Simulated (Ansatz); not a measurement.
C$_{2}$H$_{5}$AlGe: several calculations on one system

Part 1: Relaxation

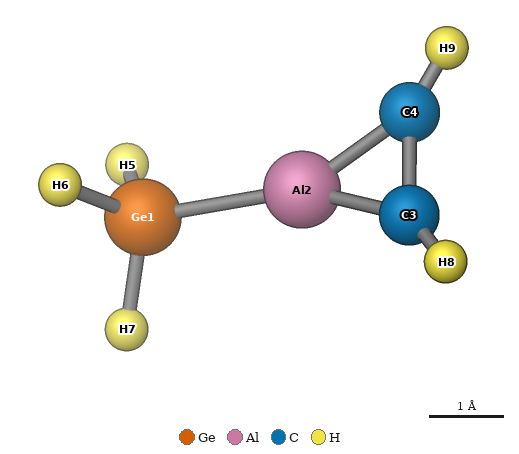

This is the input geometry for a relaxation of C₂H₅AlGe. The picture is a ball-and-stick view, seen at a tilt.

The run prepares an end point of a later path (hydrogen shift) calculation, from a guessed geometry.

Computed with RKS PBE0/def2-SVP in Ansatz 0.2.0.

Input file:
```yaml
crystal:
  periodic: [false, false, false]
  atoms:
    - { symbol: Ge, position_ang: [-0.3428, 1.4851, -1.2988] }
    - { symbol: Al, position_ang: [0.0474, -0.341, 0.195] }
    - { symbol: C, position_ang: [-0.3488, -1.5495, 1.4847] }
    - { symbol: C, position_ang: [1.1389, -1.5366, 1.094] }
    - { symbol: H, position_ang: [0.5783, 1.4506, -2.5372] }
    - { symbol: H, position_ang: [-0.1753, 2.881, -0.5548] }
    - { symbol: H, position_ang: [-1.8285, 1.4534, -1.8097] }
    - { symbol: H, position_ang: [-1.0443, -1.9489, 2.1366] }
    - { symbol: H, position_ang: [2.0637, -1.9404, 1.2731] }
basis:
  gaussian: { orbitals: def2-SVP }
hamiltonian:
  xc: pbe0
relax:
  f_tol: 0.02
  max_steps: 50
output:
  orbitals: {}
```

Launched with:
```bash
ansatz run input.yaml --threads 2 --pin off --max-ram 3072MiB --backend cpu --events-out ev --progress --plain --runs-dir out
```

Predict the outcome.

Answer. The energy falls by 27.3 kcal/mol in 4 geometry steps. Largest force component: 7.3 eV/Å at the start, 0.017 eV/Å at the end. The largest move after the best rigid fit is that of H8, 0.38 Å. By element the largest moves are H 0.38 Å, Ge 0.14 Å, Al 0.10 Å, C 0.09 Å. Near-neighbour distances that change, for instance: C3–C4 1.538 → 1.368 Å, C4–H9 1.025 → 1.099 Å, C3–H8 1.034 → 1.099 Å, Ge1–Al2 2.391 → 2.454 Å. Among the angles between lasting bonds that change: C3–C4–H9 145.6° → 128.7°, C4–C3–H8 144.5° → 128.7°, Al2–C3–H8 148.7° → 162.8°.

The structure at the end:

```xyz
9

Ge   -0.3926    1.5926   -1.3766
Al    0.0633   -0.2458    0.1844
C    -0.2666   -1.5449    1.4886
C     1.0514   -1.5263    1.1235
H     0.5516    1.5341   -2.5918
H    -0.1827    2.9476   -0.6740
H    -1.8446    1.5398   -1.8873
H    -0.7658   -2.1900    2.2244
H     1.8746   -2.1535    1.4918
```

After the run, drawn alike:

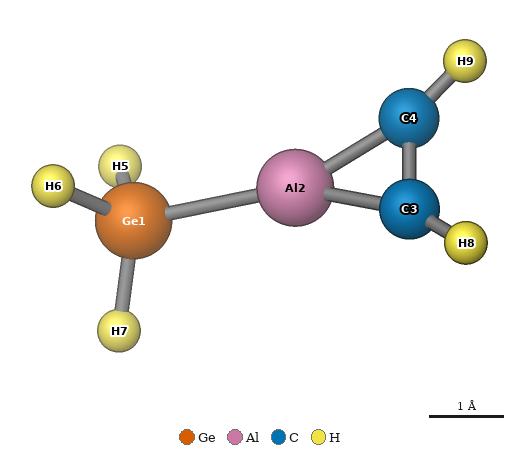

Part 2: Relaxation

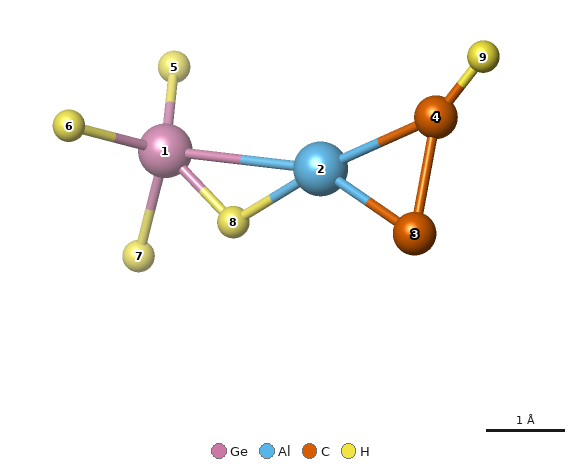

C2H5AlGe, before the relaxation. A ball-and-stick model, seen at a tilt.

The run prepares an end point of a later path (hydrogen shift) calculation, from a guessed geometry.

The calculation used RKS PBE0/def2-SVP (Ansatz 0.2.0).

Input
```yaml
crystal:
  periodic: [false, false, false]
  atoms:
    - { symbol: Ge, position_ang: [-0.3428, 1.4851, -1.2988] }
    - { symbol: Al, position_ang: [0.0474, -0.341, 0.195] }
    - { symbol: C, position_ang: [-0.3488, -1.5495, 1.4847] }
    - { symbol: C, position_ang: [1.1389, -1.5366, 1.094] }
    - { symbol: H, position_ang: [0.5783, 1.4506, -2.5372] }
    - { symbol: H, position_ang: [-0.1753, 2.881, -0.5548] }
    - { symbol: H, position_ang: [-1.8285, 1.4534, -1.8097] }
    - { symbol: H, position_ang: [-0.97259, 0.51012, -0.58399] }
    - { symbol: H, position_ang: [2.0637, -1.9404, 1.2731] }
basis:
  gaussian: { orbitals: def2-SVP }
hamiltonian:
  xc: pbe0
relax:
  f_tol: 0.02
  max_steps: 50
```

Launched with:
```bash
ansatz run input.yaml --threads 2 --pin off --max-ram 3072MiB --backend cpu --events-out ev --progress --plain --runs-dir out
```

Q: What does the optimiser find from here?

A: H8 moves most after the best rigid fit: 2.04 Å. Largest moves by element: H 2.04 Å, C 1.21 Å, Al 0.95 Å, Ge 0.32 Å. Some distances before and after: Ge1–H8 1.363 → 3.585 Å, Al2–C4 1.852 → 3.136 Å, C3–C4 1.538 → 1.223 Å, Al2–C3 1.811 → 1.914 Å. Bonds break, among them: Al2–C4 (1.85 → 3.14 Å), Ge1–H8 (1.36 → 3.59 Å). Among the angles between lasting bonds that change: Al2–C3–C4 66.5° → 178.7°, Ge1–Al2–H8 32.2° → 122.5°, Ge1–Al2–C3 156.7° → 119.3°. After 20 geometry steps the energy has fallen by 160.5 kcal/mol. The largest force component goes from 8.9 to 0.0027 eV/Å. The run took 23 s on 2 threads of AMD EPYC 9R45 96-Core Processor (Zen 5) (shared host), peak memory 0.25 GiB.

Step by step:

```tsv
step	E − E(0), kcal/mol	largest force component, eV/Å
0	0.00	8.8794
1	-47.89	4.3255
2	-67.38	6.9413
3	-84.62	1.2295
4	-95.65	1.4366
5	-107.44	1.3035
6	-117.76	0.6846
7	-125.22	0.5747
8	-131.12	0.7099
9	-137.17	0.7458
10	-143.80	0.8025
11	-149.03	0.7804
12	-153.61	0.5015
13	-156.93	0.7036
14	-159.35	0.3629
15	-159.84	0.2455
16	-159.93	0.3005
17	-160.41	0.2309
18	-160.51	0.0514
19	-160.51	0.1280
20	-160.51	0.0027
```

The structure at the end:

```xyz
9

Ge   -0.3486    1.7064   -1.5298
Al   -0.8411   -0.0090    0.1814
C     0.5717   -1.1351    0.8131
C     1.4914   -1.8420    1.1993
H     0.9347    1.4079   -2.3310
H    -0.1553    3.0911   -0.8702
H    -1.5034    1.8652   -2.5422
H    -2.2887   -0.2057    0.8010
H     2.2995   -2.4660    1.5407
```

After the run, drawn alike:

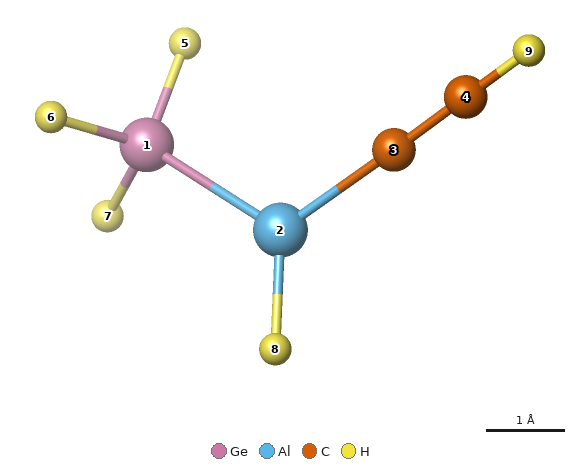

Part 3: Path

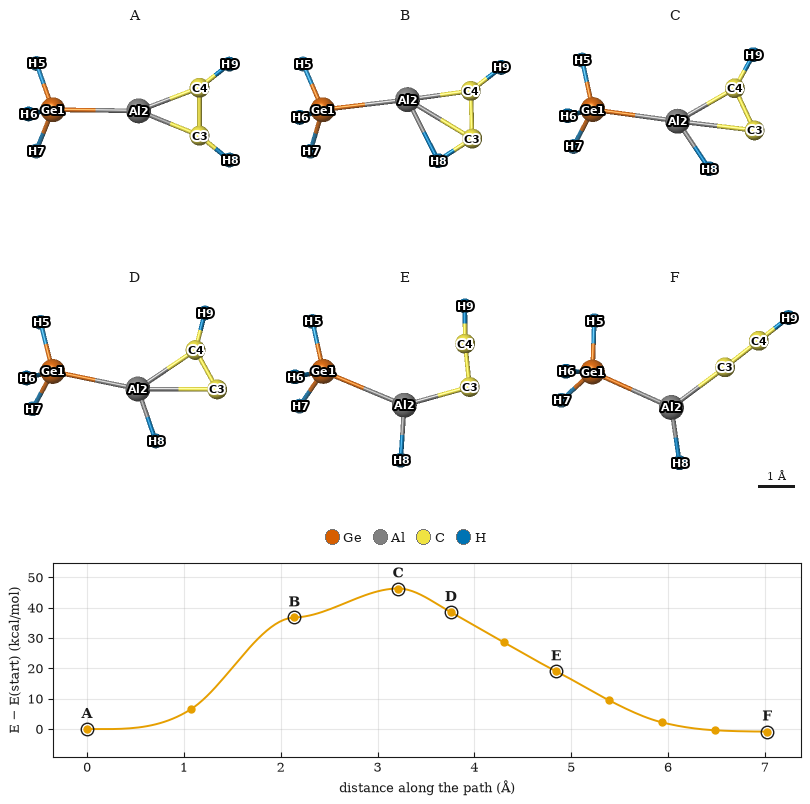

A nudged-elastic-band calculation for C2H5AlGe. Images are numbered from 0 (start) to 10 (end). Frames A to F are images 0, 2, 3, 4, 6, 10. Style: ball-and-stick. Shown face on.

Theory: Ansatz, RKS PBE0/def2-SVP. Settings: 9 movable images; climbing image; force threshold 0.03 eV/Å; iteration limit 60; starting path through a guess of the saddle point.

### Read off the barrier and say what moves.

Breaking: Al2–C4 (1.87 → 1.88 at the top → 3.14 Å), C3–H8 (1.10 → 1.69 at the top → 3.01 Å). Forming: Al2–H8 (2.94 → 1.63 at the top → 1.59 Å). The energy climbs by 46.4 kcal/mol to image 3 and then falls by 47.2 kcal/mol, so the end point sits at −0.8 kcal/mol. The band converged in 25 iterations. The largest component of the band force went from 16 to 0.026 eV/Å. The climbing image converged on the top of the path. Its vibrational analysis gives one imaginary mode (790i cm⁻¹), as a transition state must have.

The run took 3.5 min on 2 threads of AMD EPYC 9R45 96-Core Processor (Zen 5), with other jobs on the host, peak memory 0.28 GiB.
